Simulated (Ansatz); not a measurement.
CH₅NS₂Si

```xyz
10

C     1.8027   -0.1684    0.6918
N     0.6570    0.3132    0.4981
Si   -0.5775   -0.3768   -0.5057
S    -2.2119   -0.8357    0.7757
S    -0.9478    1.0212   -2.0650
H     2.5123    0.3481    1.3477
H     2.1678   -1.1026    0.2399
H    -0.2400   -1.6518   -1.1920
H    -2.1162    0.3320    1.4357
H    -0.9633    2.0697   -1.2232
```

Geometry: PBE0-D4/def2-TZVP.

Level of theory: Ansatz, RKS PBE0-D4/def2-TZVPP.

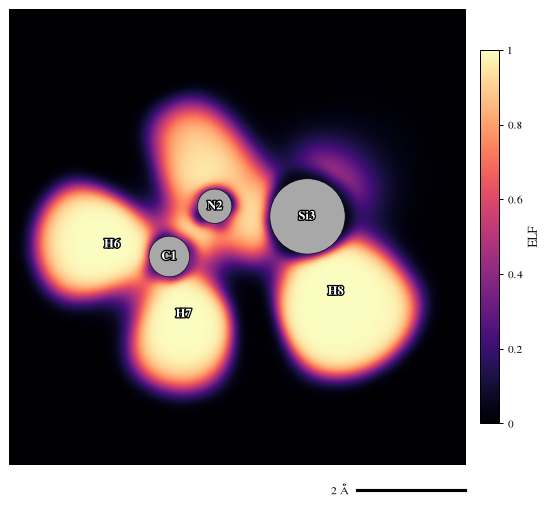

Figure 1. Electron localisation function on the plane of atoms N2, Si3 and H8. Grey discs cover the atomic cores.

**Describe what can be read from this map.**

The section cuts through C, N, Si and H sites. C–N (1.26 Å): the ELF peaks at about 0.90 between the atoms: a multiple bond. Si–N (1.73 Å): the ELF peaks at about 0.90 between the atoms; a shared but strongly polarised pair. C–H (1.10 Å): the ELF climbs to about 1 towards the hydrogen, as it does in any bond to H (an ordinary covalent bond to hydrogen). Si–H (1.49 Å): the ELF climbs to about 1 towards the hydrogen. The ELF also peaks beside N2, away from the bonds: lone-pair regions.

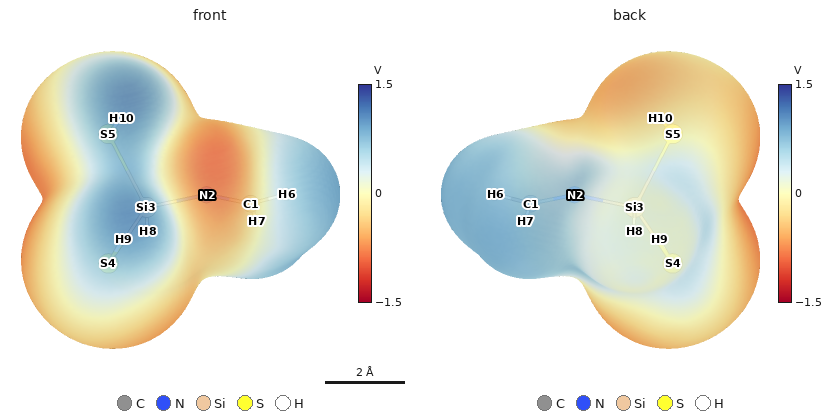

Figure 2. The electrostatic potential painted on the density surface at 0.001 e/bohr³, seen from the front and from behind; red is negative and blue positive.

**Which sites attract a positive test charge, and which a negative one?**

A positive charge is drawn to the negative regions and a negative charge to the positive ones. The most negative region (about −0.8 V) lies over N2, the most positive (about +1.0 V) over H9 and H10.

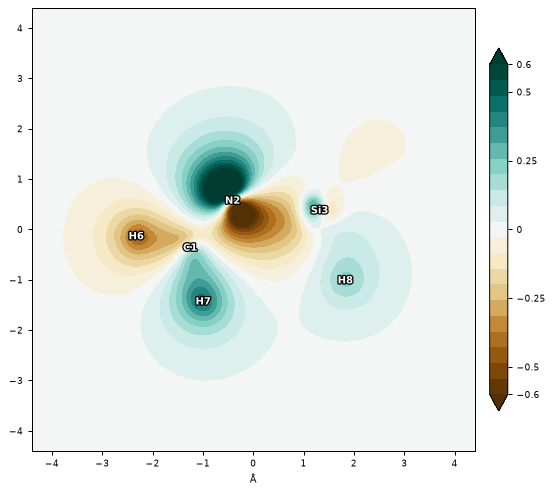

Figure 3. The HOMO−1 on the plane of atoms C1, N2 and Si3 (values in Å⁻³ᐟ²; the overall sign is arbitrary).

**What is the character of this orbital?**

It lies mainly on N2 (about 50 %), C1 (about 10 %), Si3 (about 10 %), H7 (about 5 %) and H6 (about 5 %). Its energy is −7.53 eV.
